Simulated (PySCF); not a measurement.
Si(F)(OH)(SH)2, SMILES [Si](F)(S)(O)S (H3FOS2Si), PBE0/def2-SVP optimised geometry. Atoms within 1.6 Å of the plane z = 0.6 Å (x, y, z in Å): Si2 (-0.14, -0.61, 0.00), F3 (-0.50, -1.43, 1.35), S4 (-0.89, 1.37, 0.00), S5 (1.98, -0.61, 0.00), H7 (-2.06, 1.00, -0.56).

Computed with PBE0/def2-TZVP in PySCF.

Map of the log10 of the electron density (e/bohr³), floored at −4 on the plane z = 0.6 Å:

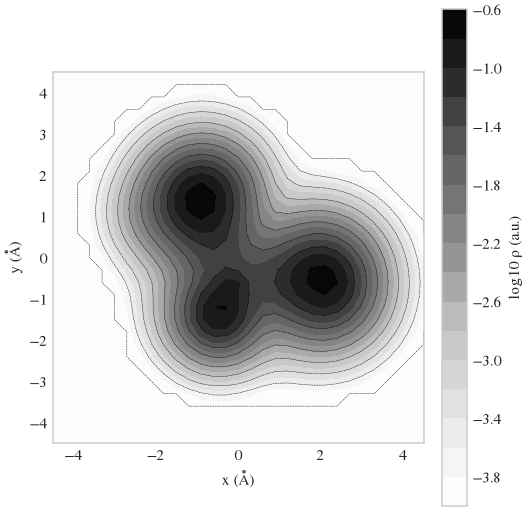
Figure: Log10 of the electron density (e/bohr³), floored at −4 on the plane z = 0.6 Å.
